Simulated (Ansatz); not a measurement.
**C2H10BNSi: density, localisation and related maps**

Input

```
crystal:
  periodic: [false, false, false]
  atoms:
    - { symbol: C, position_ang: [-1.7017, -1.0664, -0.5181] }
    - { symbol: C, position_ang: [-0.2724, -1.3155, -0.7402] }
    - { symbol: B, position_ang: [0.5781, -0.6457, 0.4034] }
    - { symbol: "N", position_ang: [1.7328, 0.4283, 0.1029] }
    - { symbol: Si, position_ang: [1.1011, 1.9423, 0.8292] }
    - { symbol: H, position_ang: [-2.3386, -1.48, -1.3448] }
    - { symbol: H, position_ang: [-2.0692, -1.4333, 0.4458] }
    - { symbol: H, position_ang: [-1.8993, 0.0911, -0.5585] }
    - { symbol: H, position_ang: [0.0479, -0.9032, -1.6878] }
    - { symbol: H, position_ang: [-0.0995, -2.4089, -0.7042] }
    - { symbol: H, position_ang: [0.4293, -0.9887, 1.5577] }
    - { symbol: H, position_ang: [1.6992, 0.5833, -0.9089] }
    - { symbol: H, position_ang: [2.0102, 3.0455, 0.5206] }
    - { symbol: H, position_ang: [0.9811, 1.8037, 2.324] }
    - { symbol: H, position_ang: [-0.2209, 2.2967, 0.3081] }
basis:
  gaussian: { orbitals: "6-31G" }
hamiltonian:
  xc: pbe0
relax:
  f_tol: 0.02
  max_steps: 50
output:
  orbitals: {}
```

Run with:

```sh
ansatz run input.yaml --threads 1 --pin off --max-ram 2048MiB --backend cpu --events-out ev --progress --plain --runs-dir out
```

The fields are those of the relaxed geometry.

The calculation used Ansatz 0.2.0, RKS PBE0/6-31G.

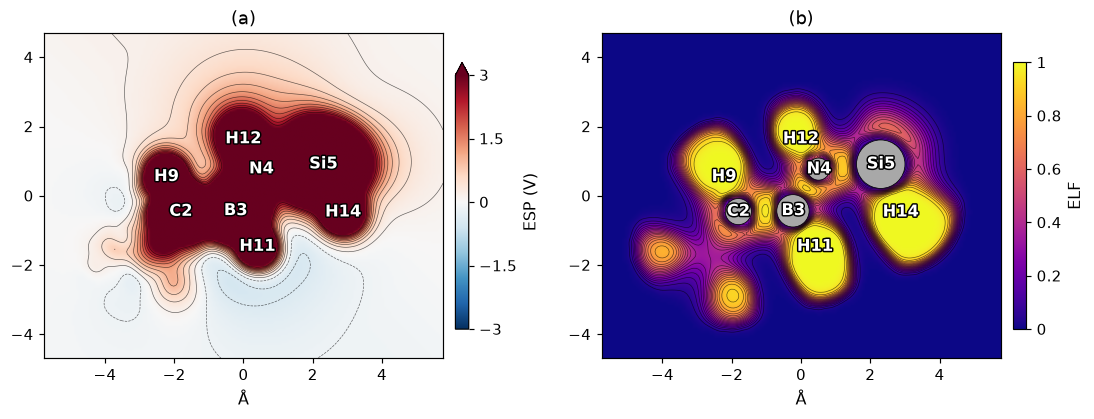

Figure 1. (a) molecular electrostatic potential; (b) ELF on the plane of atoms N4, Si5 and H14. Grey discs cover the atomic cores in the ELF map.

**Interpret the plot.**

The plane passes through C, B, N, Si and H nuclei.
B–N (1.41 Å): the ELF peaks at about 0.90 between the atoms (a shared but strongly polarised pair).
C–B (1.58 Å): the ELF peaks at about 0.95 between the atoms (localised, covalent bonding).
Si–N (1.80 Å): the ELF peaks at about 0.90 between the atoms, as expected for a polar covalent bond.
N–H (1.02 Å): the ELF climbs to about 1 towards the hydrogen, as it does in any bond to H: an ordinary covalent bond to hydrogen.
C–H (1.10 Å): the ELF climbs to about 1 towards the hydrogen (an ordinary covalent bond to hydrogen).
Outside the dense part of the molecule the potential is most negative (−0.5 V) near H11.

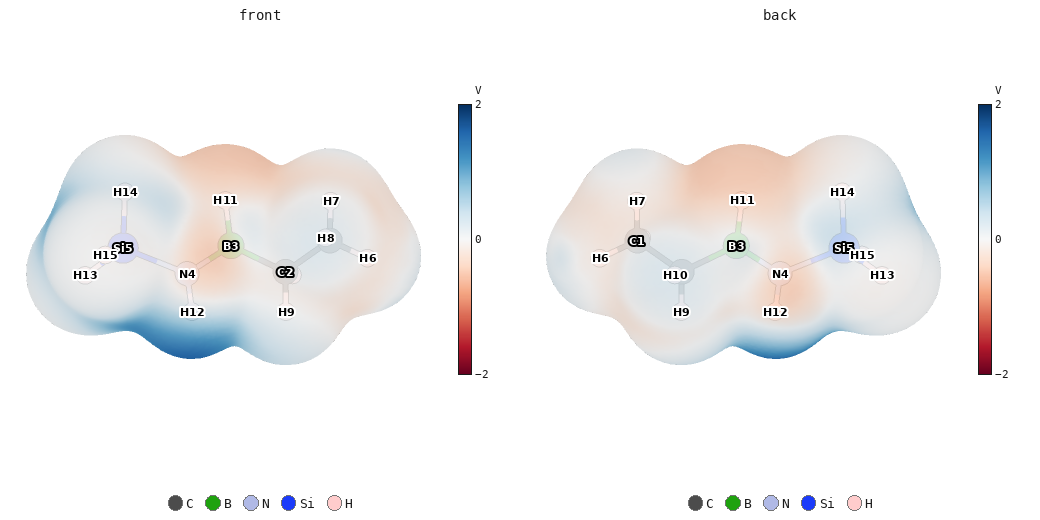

Figure 2. The molecular electrostatic potential painted on the density surface at 0.001 e/bohr³, seen from the front and from behind; the colour scale runs from red (negative) to blue (positive).

**Where is the surface potential most negative and most positive?**

The most negative region (about −0.5 V) lies over N4 and H11, the most positive (about +1.5 V) over H12.

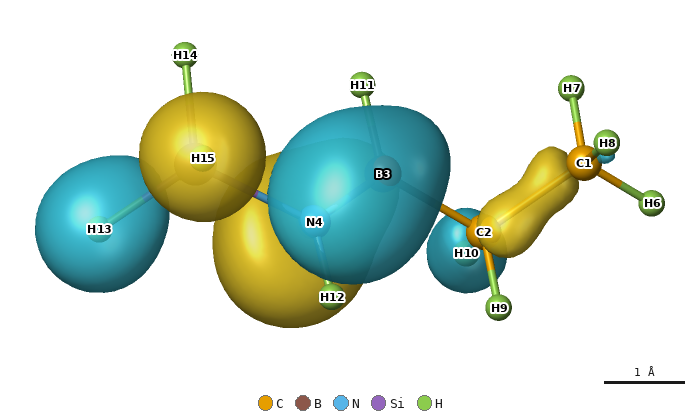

Figure 3. The HOMO at ±0.1 Å⁻³ᐟ² (yellow and cyan are the two phases), seen at a tilt.

**Where does this orbital lie, and at what energy?**

It lies mainly on N4 (about 55 %), B3 (about 15 %), H13 (about 5 %) and H15 (about 5 %). Its energy is −7.89 eV.
